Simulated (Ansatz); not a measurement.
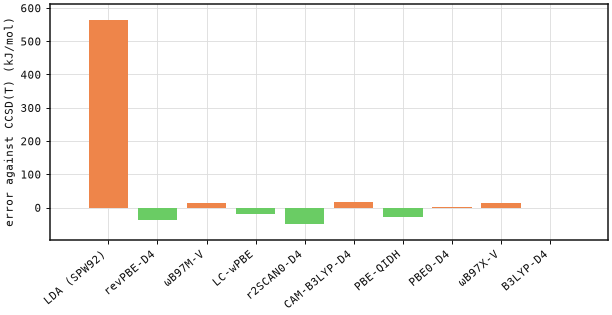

Error in the electronic atomisation energy (method less reference, so positive means overbinding) of C₂H₇AlClN, SMILES C[N](C)[AlH][Cl], singlet: functionals in def2-TZVPP against frozen-core CCSD(T) at the limit (MP2 extrapolated from triple and quadruple zeta, plus CCSD(T) less MP2 in a smaller set), which gives 4303.7 kJ/mol, at a PBE0-D4/def2-TZVP geometry (a minimum by its frequencies), no zero-point or spin-orbit term, the Ansatz code 0.2.0. The reference leaves out core correlation, a term that grows with the number of heavy atoms. PBE-QIDH holds a correlation term that converges slowly with the basis, so part of the distance to the limit is basis error. No dispersion term is added to LC-wPBE and PBE-QIDH.

### Which of these levels overbind, and which underbind?

Overbind: LDA (SPW92). Underbind: revPBE-D4, r2SCAN0-D4 and PBE-QIDH. Within 25 kJ/mol of zero, too close to call in view of what the reference leaves out: ωB97M-V, LC-wPBE, CAM-B3LYP-D4, PBE0-D4, ωB97X-V and B3LYP-D4.

### Give the values.

```csv
level,kJ/mol
LDA (SPW92),563.6
revPBE-D4,−37.3
ωB97M-V,14.0
LC-wPBE,−19.0
r2SCAN0-D4,−48.3
CAM-B3LYP-D4,17.7
PBE-QIDH,−27.7
PBE0-D4,0.5
ωB97X-V,14.0
B3LYP-D4,−1.3
```

Limits of at least one run: one conformer of a flexible molecule.
